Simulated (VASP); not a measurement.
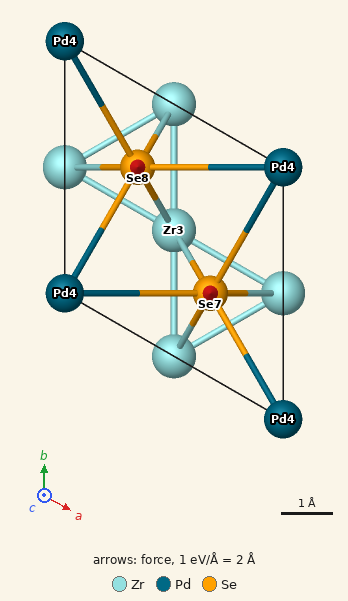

Starting geometry of solid Zr3PdSe4 (a generated structure, set up in P6/mmm) with the computed forces as red arrows. The picture is a ball-and-stick view of the cell of the calculation, seen along the c axis.

The run lets cell and atoms move.

These are results of VASP, Kohn-Sham DFT of a periodic cell, PBE, VASP PAW PBE potentials, recommended, not measurements.

Input file:
```
SYSTEM = Zr3PdSe4
PREC     = Normal         ! precision mode
ENCUT    = 520            ! plane-wave cutoff, eV
EDIFF    = 1E-4           ! SCF threshold, eV
ISMEAR   = 0              ! smearing method
SIGMA    = 0.15           ! smearing width, eV
LREAL    = .FALSE.        ! projectors in reciprocal space
LASPH    = .TRUE.         ! aspherical terms in the spheres
NELM     = 60             ! most SCF steps
ALGO     = Fast           ! electronic algorithm
ISIF     = 3              ! what is computed and relaxed
LWAVE    = .FALSE.        ! write WAVECAR
LCHARG   = .FALSE.        ! write CHGCAR
GGA      = PE             ! functional
IBRION   = 2              ! ionic algorithm
NSW      = 24             ! ionic steps
EDIFFG   = -0.08          ! ionic threshold
```

Launched with:
```bash
cat potpaw_PBE.64/Zr_sv/POTCAR potpaw_PBE.64/Pd/POTCAR potpaw_PBE.64/Se/POTCAR > POTCAR
mpirun -np 1 vasp_std > vasp.out
```

### Is this structure relaxed? If not, where do the atoms go?

It isn't relaxed: the largest force vector, on Se atoms, is 0.75 eV/Å. Measured relative to the changing cell, the final displacements run against the starting forces (cosine between the two patterns −1.00). After 8 geometry steps the energy has fallen by 876 meV per atom. Largest force component: 0.75 eV/Å at the start, 0.072 eV/Å at the end. The pressure goes from 17.65 to 0.01 GPa. The largest moves relative to the cell, 0.048 Å, are those of Se atoms. Zr and Pd stay in place. The volume changes by +43.6 %, with a = b 5.025 → 6.509 Å (+29.5 %), c 8.634 → 7.391 Å (−14.4 %). Among the contacts that change: Se–Se 2.901 → 3.758 Å, Zr–Zr 2.513 → 3.254 Å, Pd–Se 3.547 → 4.165 Å, Se–Zr 2.699 → 2.672 Å. Among the angles between lasting bonds that change: Zr–Se–Zr 55.5° → 75.0°. The space group stays P6/mmm (No. 191). The volume changes by over a tenth within one run on a fixed set of plane waves, so the end point should be relaxed again from the new cell. It ran on 1 thread of Intel(R) Xeon(R) 6975P-C (Granite Rapids) (shared host).
